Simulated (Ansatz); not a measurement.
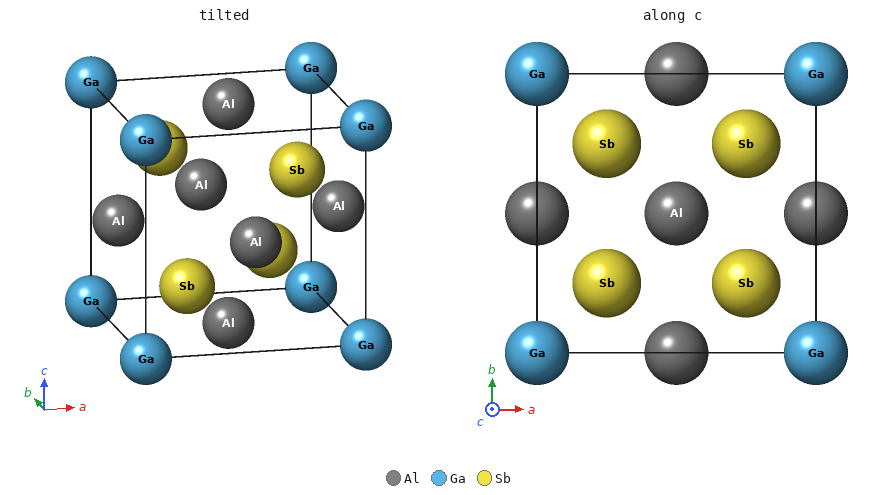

A spheres-only rendering, viewed slightly off an axis and along the c axis. The conventional unit cell is outlined; an atom on or near a face, edge or corner is repeated at each equivalent position.

Al3GaSb4, space group P-43m (No. 215), a = 6.225 Å, b = 6.225 Å, c = 6.225 Å, α = 90.00°, β = 90.00°, γ = 90.00°. Starting structure: a structure type filled with these elements by a generator (whether the compound takes this form wasn't checked). Earlier steps of the study may have refined or changed the cell and positions. It was the input of a calculation with Ansatz.

This one geometry was computed with Ansatz (DFT, plane waves, PAW) at three levels of theory: PBE, PBE with spin-orbit coupling and r2SCAN.

**How does the band gap change with the level of theory?**

PBE with spin-orbit coupling: a gap of 0.20 eV, indirect; PBE: a gap of 0.40 eV, indirect; r2SCAN: a gap of 0.69 eV, indirect.

**Collect the results in a table.**

| level | cutoff (eV) | k-mesh of the run's cell | gap (eV) | pressure (GPa) |
| --- | --- | --- | --- | --- |
| PBE | 420 | 6×6×6 | 0.40 | 0.0 |
| PBE with spin-orbit coupling | 420 | 6×6×6 | 0.20 | 0.0 |
| r2SCAN | 500 | 6×6×6 | 0.69 | -1.4 |

Gaps are taken on the k-mesh or band path of each run.
